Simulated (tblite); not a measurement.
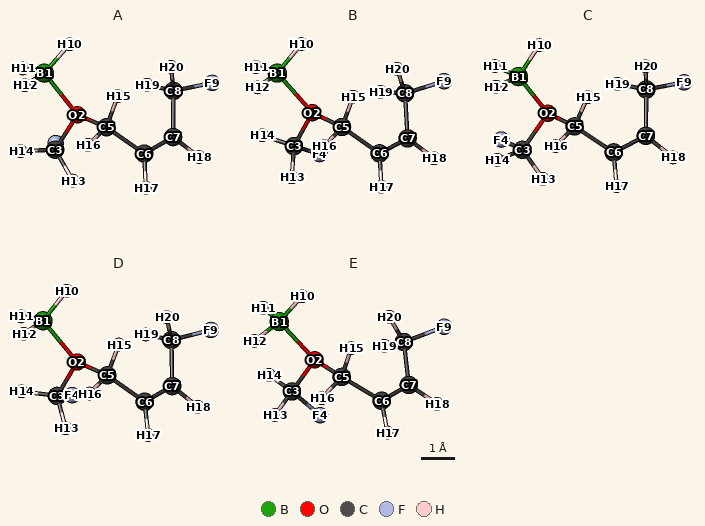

5 geometries from one relaxation of C$_{5}$H$_{11}$BF$_{2}$O, in shuffled order. Style: ball-and-stick. Shown at a tilt.

Computed with GFN2-xTB geometry optimisation, gas phase in tblite. 

> Put them in the order of the run, from the start to the converged end.

C, A, D, B, E. They are steps 0, 38, 51, 61, 128, at +67.1 kJ/mol, +17.4 kJ/mol, +12.9 kJ/mol, +6.28 kJ/mol relative to the last. The largest move after the best rigid fit is that of F4, 1.87 Å. By element the largest moves are F 1.87 Å, H 1.83 Å, C 0.37 Å, B 0.36 Å, O 0.19 Å. Some distances before and after: B1–O2 1.491 → 1.689 Å, O2–C3 1.424 → 1.384 Å, C3–F4 1.400 → 1.366 Å, C6–C7 1.350 → 1.324 Å. Among the angles between lasting bonds that change: O2–B1–H10 110.8° → 103.5°, H10–B1–H11 106.8° → 114.1°, O2–C5–H15 111.5° → 104.5°. Groups turn about O2–C3 by about 100°, C7–C8 by about 25°. Over 128 geometry steps the energy falls by 67.1 kJ/mol. Cost: 2.4 s on 1 thread of Intel(R) Xeon(R) Processor @ 2.50GHz, with other jobs on the host.
